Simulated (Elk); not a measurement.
Band structure of CrCo₃ (Pm-3m, 4 atoms in the cell).

```yaml
crystal:
  lattice:
    - [3.49324, 0.00000, 0.00000]
    - [0.00000, 3.49324, 0.00000]
    - [0.00000, 0.00000, 3.49324]
  atoms:
    - { symbol: Cr, position: [0.00000, 0.00000, 0.00000], spin: 3.0 }
    - { symbol: Co, position: [0.50000, 0.50000, 0.00000], spin: 3.0 }
    - { symbol: Co, position: [0.00000, 0.50000, 0.50000], spin: 3.0 }
    - { symbol: Co, position: [0.50000, 0.00000, 0.50000], spin: 3.0 }
```
(The spins are starting values, not results.)

Level of theory: LDA (PW92), all-electron FP-LAPW, Elk's shipped species files, default APW+lo basis run with Elk.

Settings: xctype = 3; spinpol = true; rgkmax = 7; stype = 0; swidth = 0.00367493 Ha; ngridk = 9 9 9; reducebf = 0.7; rmtscf = 0.91; nempty = 10 per atom; bfcmt = [[0.0, 0.0, -1.5], [0.0, 0.0, -1.5], [0.0, 0.0, -1.5], [0.0, 0.0, -1.5]].

The starting cell comes from a database of computed structures (which also holds hypothetical and non-ambient phases and stackings), without a prior relaxation at this level. Its lattice was rescaled by a random factor within 2.5 % of one. The magnetic order is the one reached from the typed start; others were not searched systematically. Values depend on the basis (sphere radii, cutoffs, local orbitals), which need not be converged.

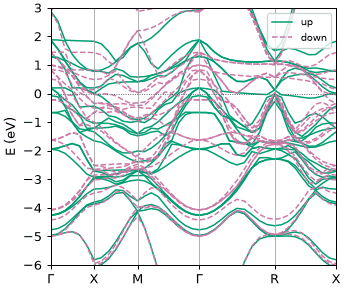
Figure: Bands along the path, energies from the Fermi level.

Levels in eV from the Fermi level, bands 27 to 34 of the first spin channel:
```tsv
point	27	28	29	30	31	32	33	34
Γ	0.20	0.20	0.20	1.30	1.30	1.88	1.88	1.88
X	-1.21	-1.05	-0.44	0.01	0.01	0.20	0.78	0.80
M	-1.40	-1.40	-0.97	-0.92	0.41	0.41	0.58	1.76
R	-0.04	-0.04	-0.04	0.12	0.12	0.12	1.14	1.14
```

Bands cross the Fermi level along this path, so the cell is metallic at this level.

The net moment of the cell came out as 0.49 μB.
